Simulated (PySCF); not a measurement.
Vertical excitations of a molecule C₄H₇ClSi from TDA-M06-2X/def2-SVPD run with PySCF 2.14.0, as energy in eV (oscillator strength): 4.57 (0.001), 6.11 (0.001), 6.51 (0.015), 6.67 (0.024), 6.87 (0.007), 7.16 (0.185), 7.28 (1.206), 7.31 (0.138), 7.54 (0.006), 7.78 (0.045). Lowest triplet (TDA): 4.27 eV. Geometry optimised at B3LYP-D3(BJ)/def2-SVP. Other conformers were not sampled.

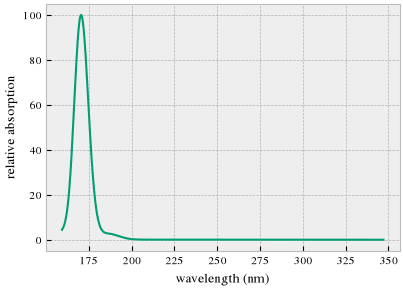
Figure. The lines broadened by 0.4 eV.

### Question
Which molecule gave these data?
(A) C=C/C(Cl)=C/[SiH3]
(B) CC([SiH3])=C=CCl
(C) C#C[C@@H](C)[SiH2]Cl
(D) C[SiH2]C=C=CCl

### Answer
B, CC([SiH3])=C=CCl
